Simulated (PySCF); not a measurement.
## Geometry relaxation, with input and output: C$_{3}$H$_{10}$OSi

- system: C$_{3}$H$_{10}$OSi (trimethylsilanol)
- method: PBE0-D3(BJ)/def2-SVP geometry optimisation, gas phase (PySCF 2.14.0)

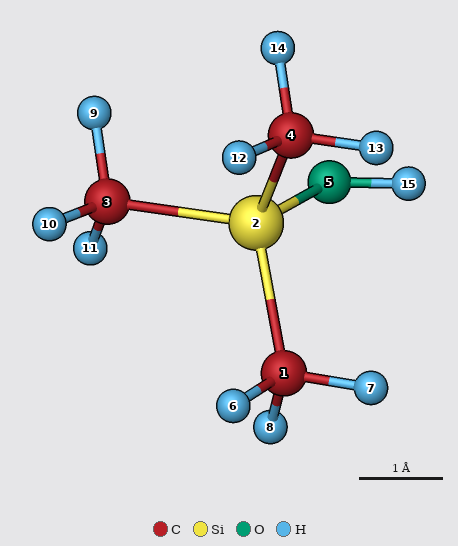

Fig. 1: The starting structure (ball-and-stick view, seen at a tilt; atoms are numbered from 1 in the order of the input). Bond lengths as drawn: C–H 1.06 to 1.10 Å, C–Si 1.89 to 1.94 Å, H–O 0.95 Å and O–Si 1.63 Å.

Summary

| quantity | value |
| --- | --- |
| outcome | converged |
| total energy | −484.555497 hartree |
| dipole moment | 1.37 D |
| point group | Cs |
| hardware | 1 CPU thread, shared host |
| wall time | 54 s |
| peak memory | 0.51 GiB |

Input file
```
{"job": {"xc": "PBE0", "basis": "def2-SVP", "d3": "d3bj", "grid": 1, "shake": 0.01, "kind": "geom"}, "charge": 0, "multiplicity": 1}
C     -0.216000     1.226740    -1.284620
Si    -0.189520     0.079120     0.215970
C     -1.002150    -1.595900    -0.181160
C      1.659280    -0.115210     0.783020
O     -1.112360     0.663940     1.427230
H      0.309750     0.851970    -2.133910
H      0.204320     2.221020    -1.058160
H     -1.242560     1.425800    -1.622020
H     -0.968620    -2.237900     0.715740
H     -0.464890    -2.106310    -0.966830
H     -2.026680    -1.474670    -0.462920
H      2.249100    -0.564140     0.021460
H      2.045250     0.849400     1.033750
H      1.673120    -0.749810     1.672380
H     -0.933380     1.508580     1.832830
```

The first line tells a small driver script what to run in PySCF; the rest is the geometry in Å.

Command:
```bash
OMP_NUM_THREADS=1 python <driver script> task.json out
```

Log
```
step   0  E = -484.54798012  max force = 0.048136
step   1  E = -484.55339080  max force = 0.010151
step   2  E = -484.55494178  max force = 0.003871
step   3  E = -484.55531907  max force = 0.003156
step   4  E = -484.55540281  max force = 0.001046
step   5  E = -484.55542364  max force = 0.000288
step   6  E = -484.55544122  max force = 0.000814
step   7  E = -484.55546518  max force = 0.001269
step   8  E = -484.55548644  max force = 0.001071
step   9  E = -484.55549652  max force = 0.000407
optimisation converged
```

Trajectory as extended XYZ (Å, eV, eV/Å), 10 frames, from step=0 to step=9
```
15
Properties=species:S:1:pos:R:3:forces:R:3 step=0 energy=-13185.22213
C    -0.2160    1.2267   -1.2846   -0.7473   0.6353   0.9598
Si   -0.1895    0.0791    0.2160    1.3453  -0.9643  -1.1404
C    -1.0022   -1.5959   -0.1812    1.1983   0.6140   1.0560
C     1.6593   -0.1152    0.7830   -2.4753  -0.3058   0.3044
O    -1.1124    0.6639    1.4272   -0.8519   0.3058   0.9773
H     0.3098    0.8520   -2.1339    0.7403  -0.5884  -0.9082
H     0.2043    2.2210   -1.0582    0.1262  -0.0550   0.1124
H    -1.2426    1.4258   -1.6220   -0.2063  -0.1019   0.0401
H    -0.9686   -2.2379    0.7157   -0.0204   0.0531  -0.0406
H    -0.4649   -2.1063   -0.9668    0.3046  -0.3570  -0.6001
H    -2.0267   -1.4747   -0.4629   -1.0616   0.1711  -0.3436
H     2.2491   -0.5641    0.0215    0.8305  -0.5374  -0.9967
H     2.0452    0.8494    1.0337    0.5579   1.0216   0.2622
H     1.6731   -0.7498    1.6724    0.1391  -0.1540   0.2483
H    -0.9334    1.5086    1.8328    0.1206   0.2629   0.0693
15
Properties=species:S:1:pos:R:3:forces:R:3 step=1 energy=-13185.36936
C    -0.9068    0.7192   -1.3701    0.5220   0.2061  -0.2965
Si   -0.1738    0.0607    0.2244    0.2178   0.3704   0.2038
C    -0.3236   -1.7986    0.3467   -0.2931   0.0849  -0.1372
C     1.6315    0.6039    0.3638   -0.0655   0.2414  -0.2325
O    -1.0566    0.6485    1.5355    0.0788  -0.3007  -0.0983
H    -0.3922    0.2993   -2.2573   -0.0879   0.0249   0.1648
H    -0.7721    1.8165   -1.4249   -0.0128  -0.1255   0.0432
H    -1.9726    0.5211   -1.4746   -0.3972  -0.1541   0.0273
H    -0.0371   -2.1925    1.3390   -0.0988   0.1174  -0.1630
H     0.2616   -2.3229   -0.4272   -0.0295   0.0639   0.0433
H    -1.3962   -2.0081    0.1611    0.2170  -0.2221   0.1511
H     2.2313    0.2158   -0.4828   -0.1211   0.1238   0.0994
H     1.8159    1.7012    0.4500   -0.2236  -0.4591  -0.1307
H     2.0241    0.1384    1.2687    0.2619  -0.1229   0.3542
H    -0.9584    1.5765    1.7502    0.0320   0.1517  -0.0288
15
Properties=species:S:1:pos:R:3:forces:R:3 step=2 energy=-13185.41157
C    -0.8977    0.7221   -1.3729    0.0658   0.0849  -0.1087
Si   -0.1684    0.0698    0.2274   -0.0109   0.0671   0.0708
C    -0.3368   -1.7869    0.3351   -0.1991   0.0625  -0.1467
C     1.6299    0.5939    0.3727    0.0841  -0.1472   0.1385
O    -1.0468    0.6496    1.5390    0.0360  -0.0470   0.0051
H    -0.3867    0.2934   -2.2518   -0.0205  -0.0167   0.0341
H    -0.7685    1.8159   -1.4313   -0.0319  -0.0010  -0.0102
H    -1.9742    0.5073   -1.4651    0.0322  -0.0358   0.0474
H    -0.0423   -2.1696    1.3220    0.0346   0.0053   0.0399
H     0.2529   -2.3034   -0.4376    0.0301   0.0103   0.0034
H    -1.3977   -2.0416    0.1712    0.0515  -0.0844   0.0512
H     2.2219    0.2206   -0.4793   -0.0215   0.0416  -0.0058
H     1.7806    1.6838    0.4408   -0.0727  -0.0208  -0.0554
H     2.0533    0.1424    1.2868    0.0279   0.0549  -0.0400
H    -0.9447    1.5818    1.7455   -0.0055   0.0263  -0.0237
15
Properties=species:S:1:pos:R:3:forces:R:3 step=3 energy=-13185.42183
C    -0.8884    0.7280   -1.3733    0.0010   0.0518   0.0148
Si   -0.1688    0.0729    0.2326   -0.0486  -0.0458  -0.0111
C    -0.3509   -1.7837    0.3273   -0.0738   0.0158  -0.0404
C     1.6313    0.5842    0.3802    0.0507  -0.1623   0.1163
O    -1.0428    0.6537    1.5443    0.0160   0.0327   0.0294
H    -0.3810    0.2887   -2.2466    0.0094  -0.0191  -0.0133
H    -0.7697    1.8217   -1.4411   -0.0218   0.0071  -0.0181
H    -1.9637    0.4993   -1.4523    0.0402  -0.0053   0.0150
H    -0.0406   -2.1604    1.3127    0.0504  -0.0084   0.0238
H     0.2454   -2.2915   -0.4463    0.0300   0.0001  -0.0001
H    -1.4037   -2.0701    0.1794   -0.0171  -0.0047   0.0034
H     2.2172    0.2203   -0.4783    0.0086   0.0045  -0.0334
H     1.7560    1.6751    0.4300   -0.0056   0.0965  -0.0173
H     2.0760    0.1519    1.2934   -0.0205   0.0479  -0.0550
H    -0.9414    1.5891    1.7402   -0.0190  -0.0110  -0.0140
15
Properties=species:S:1:pos:R:3:forces:R:3 step=4 energy=-13185.42411
C    -0.8831    0.7320   -1.3715   -0.0066   0.0178   0.0310
Si   -0.1706    0.0724    0.2363   -0.0212  -0.0302  -0.0185
C    -0.3578   -1.7838    0.3249   -0.0161  -0.0104   0.0088
C     1.6324    0.5775    0.3835    0.0112  -0.0538   0.0335
O    -1.0422    0.6574    1.5478    0.0123   0.0203   0.0195
H    -0.3760    0.2867   -2.2422    0.0076  -0.0059  -0.0115
H    -0.7714    1.8258   -1.4461   -0.0075   0.0020  -0.0082
H    -1.9568    0.4961   -1.4455    0.0155   0.0016  -0.0055
H    -0.0335   -2.1589    1.3077    0.0253  -0.0045  -0.0010
H     0.2414   -2.2855   -0.4509    0.0084   0.0022  -0.0019
H    -1.4086   -2.0814    0.1855   -0.0121   0.0145  -0.0033
H     2.2147    0.2156   -0.4789    0.0058  -0.0036  -0.0133
H     1.7462    1.6720    0.4212    0.0081   0.0382  -0.0045
H     2.0863    0.1582    1.2961   -0.0130   0.0190  -0.0151
H    -0.9462    1.5951    1.7345   -0.0175  -0.0071  -0.0101
15
Properties=species:S:1:pos:R:3:forces:R:3 step=5 energy=-13185.42468
C    -0.8812    0.7336   -1.3695   -0.0022  -0.0006   0.0146
Si   -0.1714    0.0714    0.2383   -0.0020  -0.0032  -0.0073
C    -0.3597   -1.7846    0.3257    0.0033  -0.0098   0.0148
C     1.6332    0.5743    0.3839   -0.0050   0.0048  -0.0079
O    -1.0421    0.6593    1.5495    0.0128  -0.0018   0.0104
H    -0.3728    0.2872   -2.2395    0.0032   0.0026  -0.0032
H    -0.7726    1.8275   -1.4465    0.0004   0.0003   0.0001
H    -1.9539    0.4951   -1.4447   -0.0005   0.0002  -0.0089
H    -0.0260   -2.1604    1.3055    0.0062  -0.0015  -0.0070
H     0.2381   -2.2830   -0.4537   -0.0048   0.0025  -0.0043
H    -1.4110   -2.0829    0.1915   -0.0021   0.0094   0.0009
H     2.2140    0.2100   -0.4789    0.0013  -0.0055   0.0022
H     1.7452    1.6705    0.4147    0.0058  -0.0016  -0.0017
H     2.0890    0.1620    1.2976   -0.0026   0.0021   0.0063
H    -0.9540    1.5991    1.7285   -0.0138   0.0022  -0.0090
15
Properties=species:S:1:pos:R:3:forces:R:3 step=6 energy=-13185.42516
C    -0.8798    0.7345   -1.3672    0.0011  -0.0130  -0.0068
Si   -0.1715    0.0705    0.2404    0.0106   0.0184   0.0049
C    -0.3604   -1.7852    0.3281    0.0171  -0.0016   0.0091
C     1.6343    0.5715    0.3835   -0.0126   0.0419  -0.0313
O    -1.0415    0.6610    1.5512    0.0134  -0.0189   0.0037
H    -0.3686    0.2894   -2.2366    0.0001   0.0084   0.0044
H    -0.7741    1.8286   -1.4446    0.0053  -0.0004   0.0067
H    -1.9513    0.4934   -1.4460   -0.0099  -0.0016  -0.0067
H    -0.0153   -2.1631    1.3032   -0.0091   0.0004  -0.0070
H     0.2318   -2.2807   -0.4577   -0.0141   0.0007  -0.0054
H    -1.4132   -2.0818    0.2018    0.0042   0.0002   0.0064
H     2.2143    0.2012   -0.4777   -0.0017  -0.0069   0.0133
H     1.7472    1.6687    0.4054    0.0013  -0.0273  -0.0001
H     2.0902    0.1671    1.3000    0.0043  -0.0092   0.0172
H    -0.9672    1.6040    1.7187   -0.0100   0.0090  -0.0083
15
Properties=species:S:1:pos:R:3:forces:R:3 step=7 energy=-13185.42581
C    -0.8778    0.7350   -1.3639    0.0039  -0.0210  -0.0303
Si   -0.1705    0.0699    0.2435    0.0169   0.0336   0.0159
C    -0.3604   -1.7855    0.3331    0.0287   0.0108  -0.0058
C     1.6365    0.5680    0.3820   -0.0147   0.0653  -0.0437
O    -1.0395    0.6633    1.5538    0.0130  -0.0297  -0.0017
H    -0.3607    0.2947   -2.2327   -0.0024   0.0120   0.0113
H    -0.7767    1.8298   -1.4394    0.0077  -0.0007   0.0119
H    -1.9476    0.4895   -1.4500   -0.0149  -0.0033  -0.0005
H     0.0039   -2.1674    1.2996   -0.0220   0.0018  -0.0025
H     0.2178   -2.2777   -0.4652   -0.0205  -0.0032  -0.0042
H    -1.4160   -2.0785    0.2235    0.0080  -0.0104   0.0121
H     2.2163    0.1841   -0.4738   -0.0034  -0.0077   0.0204
H     1.7529    1.6655    0.3880   -0.0040  -0.0426   0.0016
H     2.0903    0.1765    1.3048    0.0089  -0.0175   0.0225
H    -0.9936    1.6117    1.6990   -0.0051   0.0125  -0.0070
15
Properties=species:S:1:pos:R:3:forces:R:3 step=8 energy=-13185.42639
C    -0.8758    0.7350   -1.3614    0.0048  -0.0168  -0.0367
Si   -0.1682    0.0701    0.2462    0.0142   0.0291   0.0148
C    -0.3593   -1.7849    0.3394    0.0281   0.0166  -0.0202
C     1.6398    0.5652    0.3797   -0.0093   0.0551  -0.0332
O    -1.0360    0.6657    1.5561    0.0091  -0.0242  -0.0024
H    -0.3510    0.3026   -2.2295   -0.0030   0.0097   0.0122
H    -0.7804    1.8307   -1.4319    0.0049  -0.0008   0.0112
H    -1.9437    0.4835   -1.4555   -0.0121  -0.0037   0.0054
H     0.0263   -2.1708    1.2958   -0.0224   0.0023   0.0037
H     0.1982   -2.2763   -0.4740   -0.0177  -0.0064  -0.0004
H    -1.4183   -2.0734    0.2533    0.0062  -0.0141   0.0132
H     2.2204    0.1626   -0.4667   -0.0029  -0.0060   0.0177
H     1.7615    1.6618    0.3667   -0.0063  -0.0354   0.0022
H     2.0887    0.1882    1.3112    0.0070  -0.0158   0.0165
H    -1.0275    1.6191    1.6732   -0.0007   0.0104  -0.0041
15
Properties=species:S:1:pos:R:3:forces:R:3 step=9 energy=-13185.42666
C    -0.8752    0.7343   -1.3614    0.0033  -0.0049  -0.0204
Si   -0.1657    0.0712    0.2464    0.0051   0.0102   0.0037
C    -0.3578   -1.7837    0.3432    0.0140   0.0109  -0.0192
C     1.6423    0.5645    0.3781   -0.0013   0.0209  -0.0100
O    -1.0324    0.6672    1.5563    0.0023  -0.0083   0.0001
H    -0.3455    0.3085   -2.2294   -0.0016   0.0035   0.0060
H    -0.7840    1.8308   -1.4269   -0.0001  -0.0005   0.0051
H    -1.9419    0.4783   -1.4588   -0.0041  -0.0027   0.0060
H     0.0393   -2.1707    1.2942   -0.0106   0.0018   0.0056
H     0.1842   -2.2781   -0.4786   -0.0076  -0.0052   0.0026
H    -1.4186   -2.0697    0.2743    0.0015  -0.0077   0.0083
H     2.2248    0.1486   -0.4602   -0.0004  -0.0027   0.0074
H     1.7681    1.6597    0.3536   -0.0036  -0.0128   0.0008
H     2.0858    0.1955    1.3159    0.0015  -0.0065   0.0053
H    -1.0485    1.6227    1.6556    0.0016   0.0039  -0.0012
```

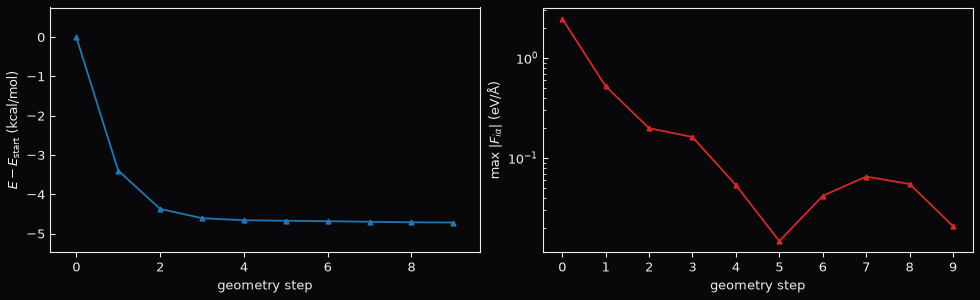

Fig. 2: Progress of the relaxation, step by step (steps are counted from 0).

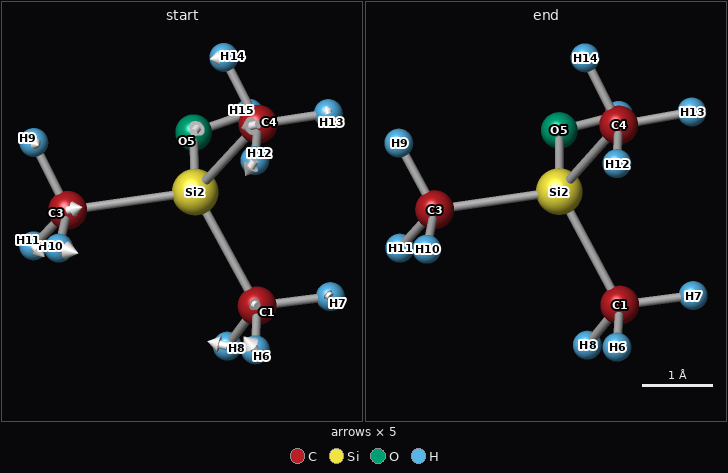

Fig. 3: Before (left) and after (right) the relaxation, at one scale (ball-and-stick view, seen at a tilt). The white arrows give the displacements, magnified 5 times. The largest move after the best rigid fit is that of H15, 0.090 Å. Largest moves by element: H 0.090 Å, C 0.070 Å, O 0.061 Å, Si 0.008 Å. Among the contacts that change: Si2–C4 1.944 → 1.879 Å, Si2–O5 1.631 → 1.680 Å, C4–H12 1.063 → 1.102 Å, Si2–C3 1.904 → 1.867 Å. Among the angles that change: Si2–O5–H15 121.8° → 116.2°, Si2–C1–H6 114.3° → 110.9°, Si2–C4–H14 107.9° → 111.1°. Over 9 geometry steps the energy falls by 4.72 kcal/mol. The largest force component goes from 2.5 to 0.021 eV/Å. (Atoms are counted from 1 in the order of the input.)
